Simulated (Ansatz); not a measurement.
## Electronic structure of Cl4F2Mo in real space

The calculation's input:

```
crystal:
  periodic: [false, false, false]
  atoms:
    - { symbol: Mo, position_ang: [0.0, 0.0, 0.0] }
    - { symbol: Cl, position_ang: [0.0, 0.0, 2.31] }
    - { symbol: Cl, position_ang: [2.31, 0.0, 0.0] }
    - { symbol: F, position_ang: [0.0, 1.77, 0.0] }
    - { symbol: Cl, position_ang: [-2.31, 0.0, 0.0] }
    - { symbol: F, position_ang: [0.0, -1.77, 0.0] }
    - { symbol: Cl, position_ang: [0.0, 0.0, -2.31] }
basis:
  gaussian: { orbitals: def2-SVP }
hamiltonian:
  xc: hf
relax:
  f_tol: 0.02
  max_steps: 40
output:
  orbitals: {}
```

Run with:

```sh
ansatz run input.yaml --threads 4 --pin off --max-ram 5120MiB --backend cpu --events-out ev --progress --plain --runs-dir out
```

The fields are those of the run's last geometry, not of the input's.

Core potentials replace the inner electrons of Mo.

The calculation used RHF/def2-SVP (Ansatz 0.2.0).

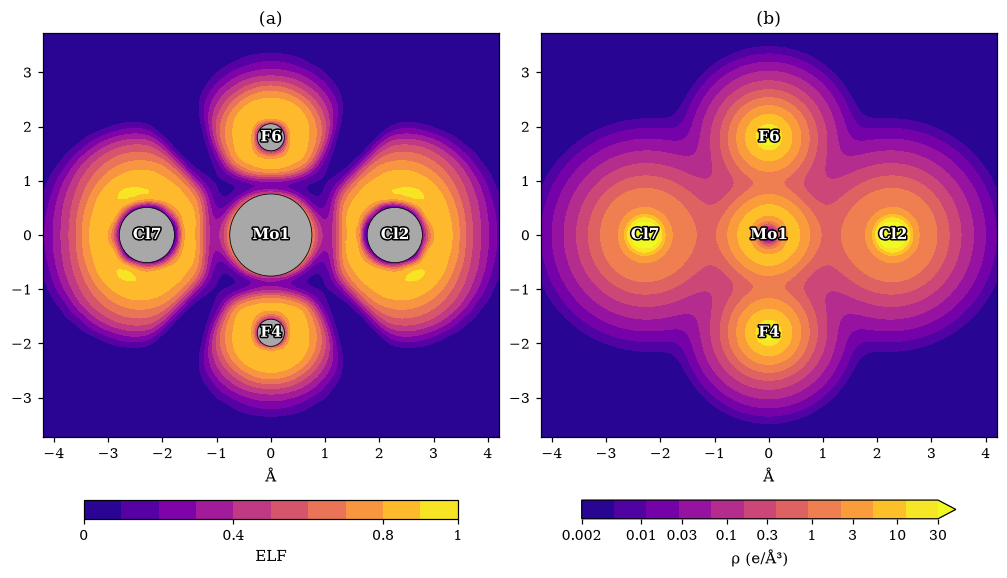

Figure 1. (a) electron localisation function; (b) electron density on the plane of atoms F6, Mo1 and Cl7. Grey discs cover the atomic cores in the ELF map.

What do the fields say about this system?

Atoms in the plane: Mo, Cl and F.
Mo–F (1.80 Å): ρ is about 1.2 e/Å³ halfway; the ELF peaks at about 0.85 in the valence shell of F, 0.5 Å from its nucleus, and drops to about 0.30 between the two atoms.
Mo–Cl (2.29 Å): ρ is about 0.7 e/Å³ halfway; the ELF peaks at about 0.80 in the valence shell of Cl, 0.9 Å from its nucleus, and is about 0.40 at the midpoint.

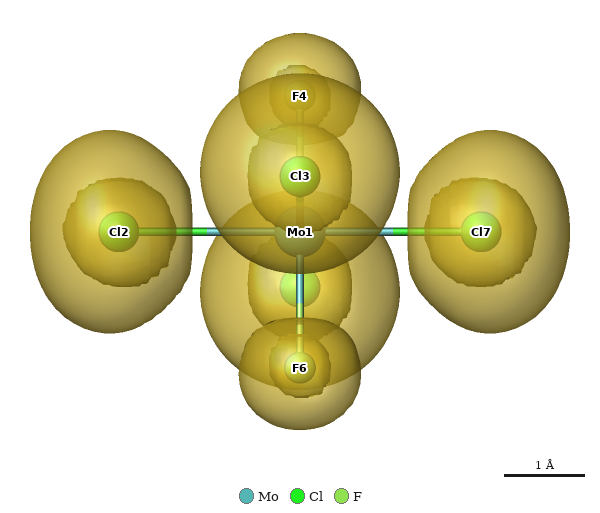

Figure 2. Isosurface of the electron localisation function at 0.75 (yellow), seen from one side. Only the valence region is drawn (cores and ρ < 0.01 e/Å³ removed).

What do the ELF domains correspond to?

At this value the surface marks out four regions wrapped around Cl (the valence shell of each) and two regions wrapped around F (the valence shell of each).

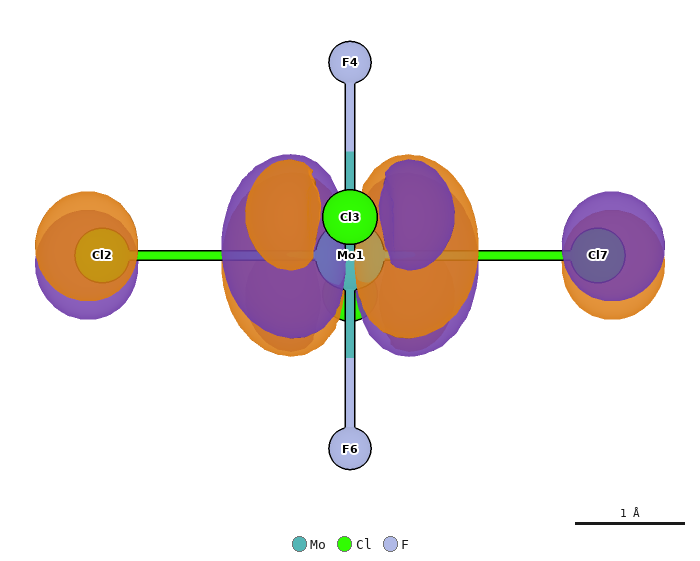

Figure 3. The LUMO at ±0.15 Å⁻³ᐟ² (orange and purple are the two phases), seen from one side.

Where does this orbital lie, and at what energy?

Its weight (Hirshfeld) is mainly on Mo1 (about 65 %), Cl2 (about 10 %), Cl3 (about 10 %), Cl5 (about 10 %) and Cl7 (about 10 %); it is gerade (even under inversion). Its energy is −4.01 eV.
